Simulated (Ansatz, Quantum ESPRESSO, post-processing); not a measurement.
# Cl-CC-Cl chair, 1 layer in a field-effect set-up, part 6 of 7

How rigid are the bands of Cl-CC-Cl chair, 1 layer under field-effect doping?

Quantum ESPRESSO 7.5; plane-wave DFT, PBE, GBRV ultrasoft pseudopotentials; geometry by Ansatz 0.2.0 with PAW datasets.

So far. Step 14 (Band structure: charge 0.0218 e against a gate): Along this path the valence top lies at Γ and the conduction bottom at Γ.

**18. Potential by pp.x**

The input, g3.pot.in:

```
&inputpp
  prefix = 'g3'
  outdir = './out'
  filplot = 'g3.pot.dat'
  plot_num = 11
/
```

On the command line:

```console
$ OMP_NUM_THREADS=1 mpirun -n 4 pp.x -in g3.pot.in > g3.pot.out
```

The job ended after 0.82 s (4 MPI ranks of Arm Neoverse V2, shared host; peak memory 0.1 GiB; 2.9 s of CPU time).

Each curve counts from the Fermi level of its own run.

The potential energy (3.0×10¹³ electrons per cm²) oscillates, so the rows of the table below give means over windows of 2.5 Å about each position, cut where the curve ends. Its maxima inside the range that stand out by 2 % of the span (Å: eV): 5.4: 29.6, 11.9: -2.36, 14.1: -2.28. Its minima: 11.0: -20.6, 13.1: -17.8, 15.1: -20.5.

The runs together. Potential energy against z; means over each step:

```csv
z (Å),3.0×10¹³ electrons per cm² (eV),3.0×10¹³ holes per cm² (eV),7.4×10¹³ electrons per cm² (eV)
0.0,2.38,3.91,2.54
2.5,2.40,3.93,2.56
5.0,27.0,29.8,26.4
7.5,16.4,20.9,14.5
10.0,-4.47,-2.25,-4.74
12.5,-10.3,-8.64,-10.3
15.0,-7.73,-6.17,-7.66
17.5,2.30,3.83,2.44
20.0,2.38,3.91,2.54
22.5,2.38,3.91,2.54
25.0,2.38,3.91,2.54
```

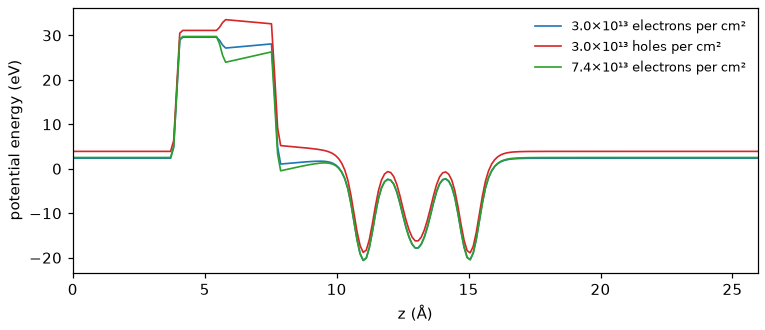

Potential energy, plotted against z.

**19. Band structure: charge -0.0545 e against a gate**

The input, g3.bands.in:

```
&control
  prefix = 'g3.bands'
  outdir = './out'
  pseudo_dir = './pseudo'
  calculation = 'bands'
  tefield = .true.
  dipfield = .true.
  gate = .true.
/
&system
  ibrav = 0
  nat = 4
  ntyp = 2
  ecutwfc = 40
  ecutrho = 200
  occupations = 'smearing'
  smearing = 'fd'
  degauss = 0.004
  edir = 3
  emaxpos = 0.210506
  eopreg = 0.01
  eamp = 0.0
  zgate = 0.222506
  block = .true.
  block_1 = 0.14578
  block_2 = 0.299233
  block_height = 2.0
  tot_charge = -0.0545
  nbnd = 17
/
&electrons
  conv_thr = 1e-07
  mixing_beta = 0.4
  electron_maxstep = 120
  mixing_mode = 'local-TF'
/
ATOMIC_SPECIES
  Cl  35.4500  cl_pbe_v1.4.uspp.F.UPF
  C   12.0110  c_pbe_v1.2.uspp.F.UPF
CELL_PARAMETERS angstrom
  2.91236399479853 -0.00000000000000 -0.00000000000000
  -1.45618199739926 2.52218120456265 -0.00000000000000
  -0.00000000000000 -0.00000000000000 26.06666666670000
ATOMIC_POSITIONS crystal
  Cl  0.666666666667 0.333333333333 0.422980793916
  C   0.666666666667 0.333333333333 0.490235704282
  C   0.333333333333 0.666666666667 0.509764295302
  Cl  0.333333333333 0.666666666667 0.577019206500
K_POINTS crystal_b
4
  0.0000000000 0.0000000000 0.0000000000 14
  0.5000000000 0.0000000000 0.0000000000 14
  0.3333333333 0.3333333333 0.0000000000 14
  0.0000000000 0.0000000000 0.0000000000 1
```

On the command line:

```console
$ cp -r out/g3.save out/g3.bands.save
$ cp out/g3.xml out/g3.bands.xml
$ OMP_NUM_THREADS=1 mpirun -n 4 pw.x -nk 4 -in g3.bands.in > g3.bands.out
```

Output:

```text
[banner, memory and clock lines left out]
Program PWSCF v.7.5 starts
[citation notice left out]

[...]
Message from routine setup:
[...]
bravais-lattice index     =            0
     lattice parameter (alat)  =       5.5036  a.u.
     unit-cell volume          =    1292.1235 (a.u.)^3
     number of atoms/cell      =            4
     number of atomic types    =            2
     number of electrons       =        22.05
     number of Kohn-Sham states=           17
     kinetic-energy cutoff     =      40.0000  Ry
     charge density cutoff     =     200.0000  Ry
     Exchange-correlation= SLA  PW   PBE  PBE
                           (   1   4   3   4   0   0   0)

[...]
PseudoPot. # 1 for Cl read from file:
     ./pseudo/cl_pbe_v1.4.uspp.F.UPF
     Pseudo is Ultrasoft + core correction, Zval =  7.0
     Generated by new atomic code, or converted to UPF format
     Using radial grid of  909 points,  6 beta functions with:
                l(1) =   0
                l(2) =   0
                l(3) =   1
                l(4) =   1
                l(5) =   2
                l(6) =   2
     Q(r) pseudized with  8 coefficients,  rinner =    1.300   1.300   1.300
                                                       1.300   1.300

     PseudoPot. # 2 for C  read from file:
     ./pseudo/c_pbe_v1.2.uspp.F.UPF
     Pseudo is Ultrasoft + core correction, Zval =  4.0
     Generated by new atomic code, or converted to UPF format
     Using radial grid of  721 points,  4 beta functions with:
                l(1) =   0
                l(2) =   0
                l(3) =   1
                l(4) =   1
     Q(r) pseudized with  8 coefficients,  rinner =    1.100   1.100   1.100

     atomic species   valence    mass     pseudopotential
     Cl                7.00    35.45000     Cl( 1.00)
     C                 4.00    12.01100     C ( 1.00)

      6 Sym. Ops. (no inversion) found

                                    s                        frac. trans.

      isym =  1     identity

 cryst.   s( 1) = (     1          0          0      )
                  (     0          1          0      )
                  (     0          0          1      )

 cart.    s( 1) = (  1.0000000 -0.0000000  0.0000000 )
                  (  0.0000000  1.0000000  0.0000000 )
                  (  0.0000000  0.0000000  1.0000000 )

      isym =  2     120 deg rotation - cryst. axis [0,0,1]

 cryst.   s( 2) = (     0          1          0      )
                  (    -1         -1          0      )
                  (     0          0          1      )

 cart.    s( 2) = ( -0.5000000 -0.8660254  0.0000000 )
                  (  0.8660254 -0.5000000  0.0000000 )
                  (  0.0000000  0.0000000  1.0000000 )

      isym =  3     120 deg rotation - cryst. axis [0,0,-1]

 cryst.   s( 3) = (    -1         -1          0      )
                  (     1          0          0      )
                  (     0          0          1      )

 cart.    s( 3) = ( -0.5000000  0.8660254  0.0000000 )
                  ( -0.8660254 -0.5000000  0.0000000 )
                  (  0.0000000  0.0000000  1.0000000 )

      isym =  4     inv. 180 deg rotation - cart. axis [1,0,0]

 cryst.   s( 4) = (    -1          0          0      )
                  (     1          1          0      )
                  (     0          0          1      )

 cart.    s( 4) = ( -1.0000000  0.0000000  0.0000000 )
                  (  0.0000000  1.0000000  0.0000000 )
                  (  0.0000000  0.0000000  1.0000000 )

      isym =  5     inv. 180 deg rotation - cryst. axis [0,1,0]

 cryst.   s( 5) = (     1          1          0      )
                  (     0         -1          0      )
                  (     0          0          1      )

 cart.    s( 5) = (  0.5000000  0.8660254  0.0000000 )
                  (  0.8660254 -0.5000000  0.0000000 )
                  (  0.0000000  0.0000000  1.0000000 )

      isym =  6     inv. 180 deg rotation - cryst. axis [1,1,0]

 cryst.   s( 6) = (     0         -1          0      )
                  (    -1          0          0      )
                  (     0          0          1      )

 cart.    s( 6) = (  0.5000000 -0.8660254  0.0000000 )
                  ( -0.8660254 -0.5000000  0.0000000 )
                  (  0.0000000  0.0000000  1.0000000 )

[...]
number of k points=    43  Fermi-Dirac smearing, width (Ry)=  0.0040
[...]
Dense  grid:    61901 G-vectors     FFT dimensions: (  25,  25, 225)

     Smooth grid:    44023 G-vectors     FFT dimensions: (  24,  24, 200)

     Dynamical RAM for                 wfc:       1.43 MB

     Dynamical RAM for     wfc (w. buffer):       1.43 MB

     Dynamical RAM for           str. fact:       1.89 MB

     Dynamical RAM for           local pot:       0.00 MB

     Dynamical RAM for          nlocal pot:       4.38 MB

     Dynamical RAM for                qrad:       2.27 MB

     Dynamical RAM for          rho,v,vnew:       6.05 MB

     Dynamical RAM for           G-vectors:       3.88 MB

     Dynamical RAM for          h,s,v(r/c):       0.05 MB

     Dynamical RAM for          <psi|beta>:       0.01 MB

     Dynamical RAM for                 psi:       2.86 MB

     Dynamical RAM for                hpsi:       2.86 MB

     Dynamical RAM for                spsi:       2.86 MB

     Dynamical RAM for      wfcinit/wfcrot:       2.87 MB

     Dynamical RAM for           addusdens:      45.10 MB

     Adding charged plate to compensate the charge of the system - add_gatefield
     see PRB 89, 245406 (2014), works only for 2D systems perpendicular to z
                                i.e. 3rd lattice vector is (0,0,c)

        prefactor of the potential in [Ha a.u.]:    -0.013054
               position of the gate within cell:     0.22251
         ion-gate + gate-gate contribution to the total energy:    -5.553217
                         gate-gate contribution:     0.005841

        Adding potential to prevent charge spilling into region of the gate
        Potential is linearly increased and decreased within the first/last eopreg of block_size
        block_size =  0.15345 in units of unit cell length
        block_height =  2.00000 in Ry

     The potential is recalculated from file :
     ./out/g3.bands.save/charge-density

     negative rho (up, down):  2.974E-02 0.000E+00

     Adding external electric field

     Computed dipole along edir(3) :
        Elec. dipole         -2.2798 Ry au,         -5.7948 Debye
        Ion. dipole          -2.2842 Ry au,         -5.8058 Debye
        Dipole               -0.4436 Ry au,         -1.1275 Debye
        Dipole field         -0.0043 Ry au,

        Potential amp.        0.4208 Ry
        Total length         48.7663 bohr

     Starting wfcs are   16 randomized atomic wfcs +    1 random wfcs

     Band Structure Calculation
     Davidson diagonalization with overlap

     Computing kpt #:     1  of    11 on this pool

     Computing kpt #:     2  of    11 on this pool

     Computing kpt #:     3  of    11 on this pool

     Computing kpt #:     4  of    11 on this pool

     Computing kpt #:     5  of    11 on this pool

     Computing kpt #:     6  of    11 on this pool

     Computing kpt #:     7  of    11 on this pool

     Computing kpt #:     8  of    11 on this pool

     Computing kpt #:     9  of    11 on this pool

     Computing kpt #:    10  of    11 on this pool

     Computing kpt #:    11  of    11 on this pool

     ethr =  4.53E-10,  avg # of iterations = 64.5

     End of band structure calculation

          k = 0.0000 0.0000 0.0000 (  5607 PWs)   bands (ev):

   -20.2527 -18.7674 -15.1680  -9.8833  -6.2199  -4.5926  -4.5926  -1.6314
    -1.6314  -0.3499  -0.3499   1.1513   1.3620   2.5906   3.4422   3.4422
     3.7199

          k = 0.0357 0.0206 0.0000 (  5607 PWs)   bands (ev):

   -20.2336 -18.7519 -15.1502  -9.8713  -6.2218  -4.7190  -4.6301  -1.7158
    -1.6436  -0.4458  -0.3687   1.1889   1.4477   2.6086   3.4438   3.4922
     3.7503

[...]
```

Wall time 20 s (4 MPI ranks); peak memory 0.3 GiB; 79 s of CPU time.

Read from the output:

| Property | Result |
| --- | --- |
| valence top, on the run's zero | -0.3499 eV |
| conduction bottom, on the run's zero | 1.151 eV |
| gap by band count | 1.501 eV |

Band numbers count within the set of bands kept for display. Electronic bands along the path, in eV, zero at the Fermi level; # counts the bands kept:

```csv
point,#4,#5,#6,#7,#8,#9,#10,#11
Γ,-2.93,-2.93,-1.64,-1.64,-0.14,0.07,1.30,2.15
M,-6.98,-6.84,-4.03,-2.91,0.16,1.96,2.19,4.26
K,-7.05,-6.03,-5.88,-5.65,2.32,2.51,3.55,4.76
Γ,-2.93,-2.93,-1.64,-1.64,-0.14,0.07,1.30,2.15
```

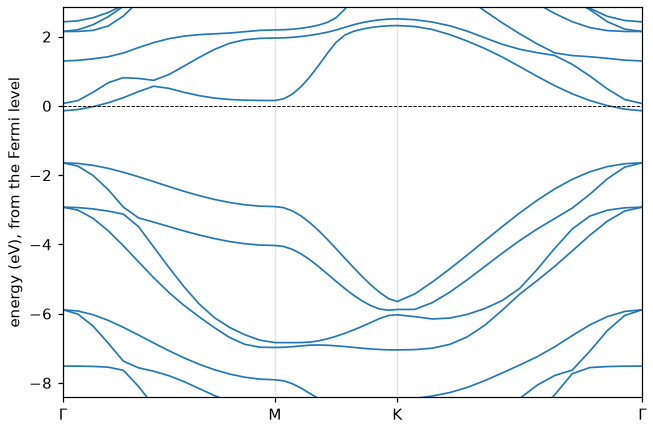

Electronic bands along the path.

An edge by band count lies at the Fermi level or within reach of the smearing, so that band is partly filled.

Along this path the valence top lies at Γ and the conduction bottom at Γ.

**20. Induced charge**

The planar mean oscillates, so the rows of the table below give means over windows of 2 Å about each position, cut where the curve ends. Its maxima inside the range that stand out by 2 % of the span (Å: e/Å³): 10.2: 0.00525, 11.5: 5.8e-5, 12.7: 0.00211, 13.8: 5.1e-4, 14.7: 4.0e-4, 16.7: 3.0e-4. Its minima: 11.1: -3.2e-4, 11.9: -0.00120, 13.3: -0.00107, 14.2: -1.6e-5, 15.4: -8.3e-4.

The planar mean by z; means over each step:

```csv
z (Å),planar mean (e/Å³)
6,-7.9e-8
8,4.4e-4
10,0.00312
12,1.6e-4
14,3.4e-5
16,-1.6e-4
18,1.1e-4
20,7.0e-6
22,3.0e-7
```

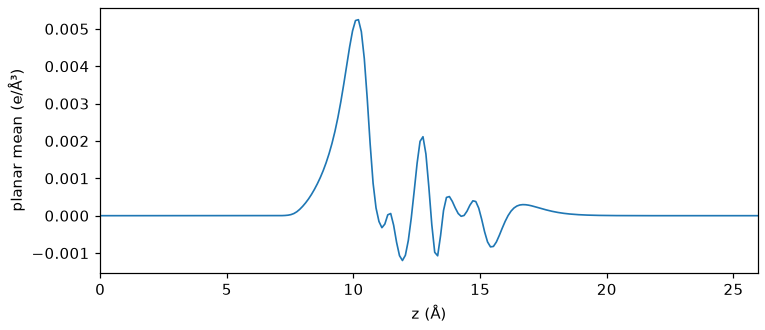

Planar mean, plotted against z.

Running integral, electrons below z against z:

```csv
z (Å),"running integral, electrons below z (e/Å²)"
5.0,0
7.5,5.0e-6
10.0,0.00433
12.5,0.00669
15.0,0.00749
17.5,0.00730
20.0,0.00742
22.5,0.00742
25.0,0.00742
```

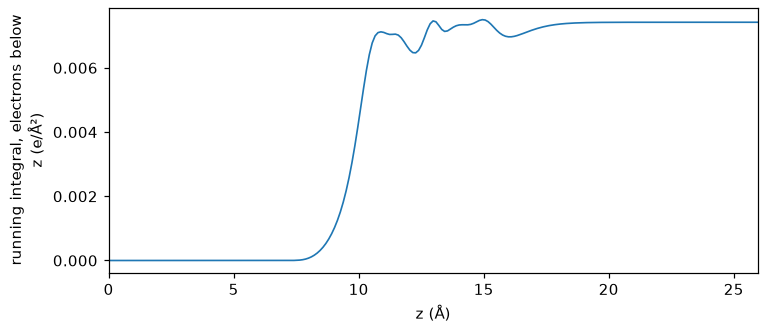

Running integral, electrons below z, plotted against z.

**21. Projections on atomic orbitals**

projwfc.x splits the states by atom and orbital; the spilling says how much the atomic basis misses.

The input, pdos.in:

```
&projwfc
  prefix = 'g3'
  outdir = './out'
  filpdos = 'pdos'
  Emin = -1.706
  Emax = 4.295
  DeltaE = 0.04
  ngauss = 0
  degauss = 0.005
/
```

On the command line:

```console
$ OMP_NUM_THREADS=1 mpirun -n 4 projwfc.x -in pdos.in > pdos.out
```

Output:

```text
[banner, memory and clock lines left out]
Program PROJWFC v.7.5 starts

          URL

     ./out/g3.save/

     IMPORTANT: XC functional enforced from input :
     Exchange-correlation= PBE
                           (   1   4   3   4   0   0   0)
     Any further DFT definition will be discarded
     Please, verify this is what you really want

     Adding charged plate to compensate the charge of the system - add_gatefield
     see PRB 89, 245406 (2014), works only for 2D systems perpendicular to z
                                i.e. 3rd lattice vector is (0,0,c)

        prefactor of the potential in [Ha a.u.]:    -0.013054
               position of the gate within cell:     0.22251
         ion-gate + gate-gate contribution to the total energy:    -5.553217
                         gate-gate contribution:     0.005841

        Adding potential to prevent charge spilling into region of the gate
        Potential is linearly increased and decreased within the first/last eopreg of block_size
        block_size =  0.15345 in units of unit cell length
        block_height =  2.00000 in Ry

     negative rho (up, down):  2.974E-02 0.000E+00

     Adding external electric field

     Computed dipole along edir(3) :
        Dipole               -0.4436 Ry au,         -1.1275 Debye
        Dipole field         -0.0043 Ry au,

        Potential amp.        0.4208 Ry
        Total length         48.7663 bohr

     Gaussian broadening (read from input): ngauss,degauss=   0    0.005000

     Calling projwave ....
     one sub-group per band group will be used

     linear algebra parallelized on   4 procs

  Problem Sizes
  natomwfc =           16
  nx       =            8
  nbnd     =           17
  nkstot   =           37
  npwx     =         1422
  nkb      =           52

     Atomic states used for projection
     (read from pseudopotential files):

     state #   1: atom   1 (Cl ), wfc  1 (l=0 m= 1)
     state #   2: atom   1 (Cl ), wfc  2 (l=1 m= 1)
     state #   3: atom   1 (Cl ), wfc  2 (l=1 m= 2)
     state #   4: atom   1 (Cl ), wfc  2 (l=1 m= 3)
     state #   5: atom   2 (C  ), wfc  1 (l=0 m= 1)
     state #   6: atom   2 (C  ), wfc  2 (l=1 m= 1)
     state #   7: atom   2 (C  ), wfc  2 (l=1 m= 2)
     state #   8: atom   2 (C  ), wfc  2 (l=1 m= 3)
     state #   9: atom   3 (C  ), wfc  1 (l=0 m= 1)
     state #  10: atom   3 (C  ), wfc  2 (l=1 m= 1)
     state #  11: atom   3 (C  ), wfc  2 (l=1 m= 2)
     state #  12: atom   3 (C  ), wfc  2 (l=1 m= 3)
     state #  13: atom   4 (Cl ), wfc  1 (l=0 m= 1)
     state #  14: atom   4 (Cl ), wfc  2 (l=1 m= 1)
     state #  15: atom   4 (Cl ), wfc  2 (l=1 m= 2)
     state #  16: atom   4 (Cl ), wfc  2 (l=1 m= 3)

[... projections of each state ...]
Lowdin Charges:

     Atom #   1: total charge =   6.9679, s =  1.8460,
     Atom #   1: total charge =   6.9679, p =  5.1219, pz=  1.2632, px=  1.9293, py=  1.9293,
     Atom #   2: total charge =   4.0009, s =  1.1443,
     Atom #   2: total charge =   4.0009, p =  2.8566, pz=  0.8751, px=  0.9908, py=  0.9908,
     Atom #   3: total charge =   3.9976, s =  1.1410,
     Atom #   3: total charge =   3.9976, p =  2.8566, pz=  0.8870, px=  0.9848, py=  0.9848,
     Atom #   4: total charge =   6.9277, s =  1.8493,
     Atom #   4: total charge =   6.9277, p =  5.0785, pz=  1.2326, px=  1.9229, py=  1.9229,
     Spilling Parameter:   0.0073
```

The job ended after 1 s (4 MPI ranks; peak memory 0.1 GiB; 3.8 s of CPU time).

Numbers from this step:

- spilling of the projection: 0.0073

The density of states has structure finer than the step of the table below, so its rows give means over 0.5 eV, whole bins alone (the curve runs from -3.00 to 2.40 eV). Peaks (eV: height): -2.88: 2.05, -2.24: 1.3, -2.00: 0.914, 0.44: 2.18, 1.04: 3.27, 1.36: 2.47, 2.20: 5.99.

Gaussian width 0.005 Ry; cut where the computed bands begin to run out. The density of states by energy, zero at the Fermi level; means over each step:

```csv
energy (eV),density of states (states/eV a cell)
-2.5,0.843
-2.0,0.638
-1.5,0.114
-1.0,0
-0.5,2.4e-4
0.0,0.530
0.5,1.56
1.0,1.58
1.5,2.09
2.0,4.11
```

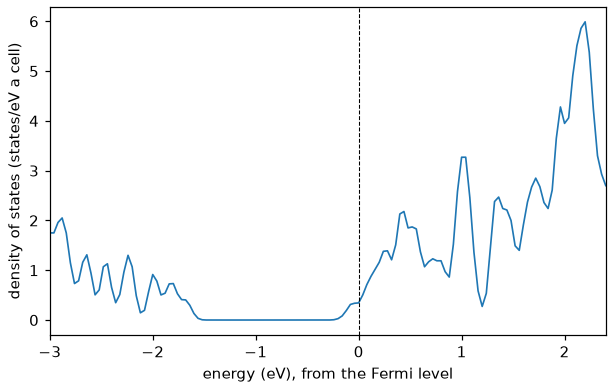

Density of states, plotted against energy.

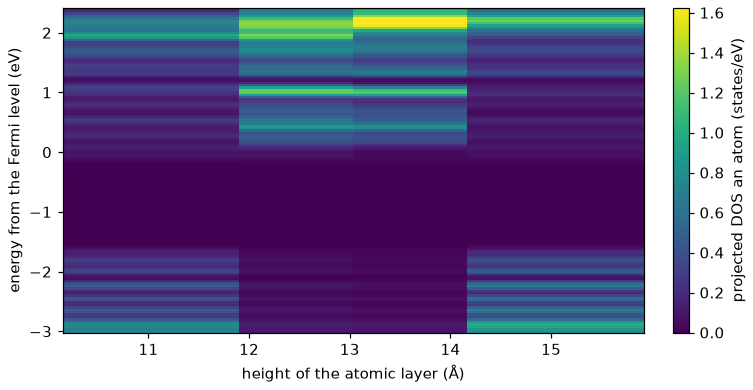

Projected DOS an atom over height of the atomic layer and energy from the Fermi level. Columns are the atomic layers from the bottom up.

The atomic orbitals miss 0.7 % of the occupied states; for empty states the projections can miss much more.

On so few k points the sharp peaks and dips of the DOS are largely sampling.

(Continued in part 7 of 7.)

[Logs are printed without paths, hosts, clocks, repeated set-up lines and the standing remarks that a program may print on its own settings, such as how far it seeks lower states.]

[Hosts, paths, dates, database ids (printed as entryN), source tags and the programs' standing remarks are cut or masked in the printed files.]

[Maps of the electrostatic potential energy from Ansatz leave out the sawtooth potential of an applied field or a dipole correction, so their vacuum need not be flat; planar profiles and work functions include it.]
